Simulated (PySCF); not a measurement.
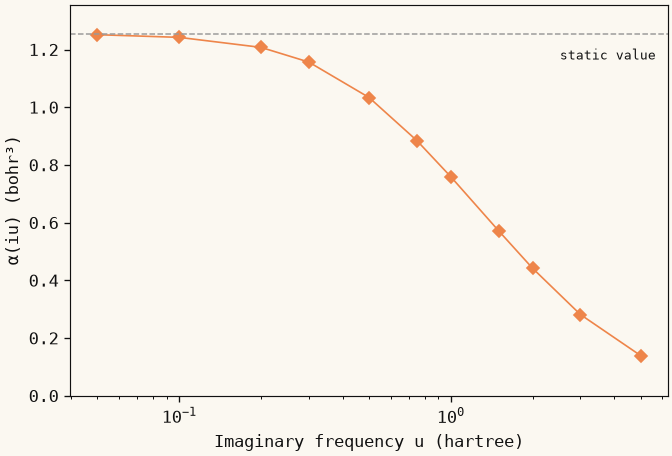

Dipole polarisability at imaginary frequency of an atom or ion with 7 electrons in the configuration [He] 2s² 2p³. Coupled response at the PBE level; PySCF, aug-cc-pVTZ, non-relativistic, unrestricted single determinants, no spin-orbit coupling.

### Which species is it, and what does the curve give?

F²⁺ (fluorine, Z = 9). The static dipole polarisability is 1.25 bohr³; α(iu) falls to half of it near u = 1.3 hartree. The Casimir–Polder integral gives C₆ = 1.61 hartree bohr⁶ for two such species.
